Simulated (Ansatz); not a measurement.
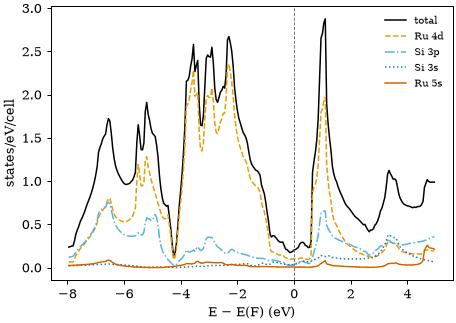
Total and projected density of states of SiRu (CsCl type, space group No. 221), plane-wave PAW r²SCAN (Ansatz code)

Which orbitals carry the states next to the Fermi level?

Within 0.5 eV of the Fermi level: Ru 4d 46 %, Si 3p 21 %, Si 3s 21 %, outside the projected shells 10 %. Projections are on Löwdin-orthogonalised atomic valence shells; empty p or d shells of many metals are not among them.

Where is the tallest occupied peak in this window, and what makes it?

Near -2.3 eV, about 2.7 states/eV per cell; the largest projected share is Ru 4d.

Space group Pm-3m (CsCl type). The cell is a constructed one: a structure type filled with these elements; the Crystallography Open Database copy checked does not list it. Whether it is the stable phase at ambient conditions was not checked. Symmetry was held in the r²SCAN relaxation; whether a distortion lowers the energy is not shown. No spin polarisation was allowed. Spin–orbit coupling is left out wherever it is not named.

Potentials: the later of the program's two PAW sets.
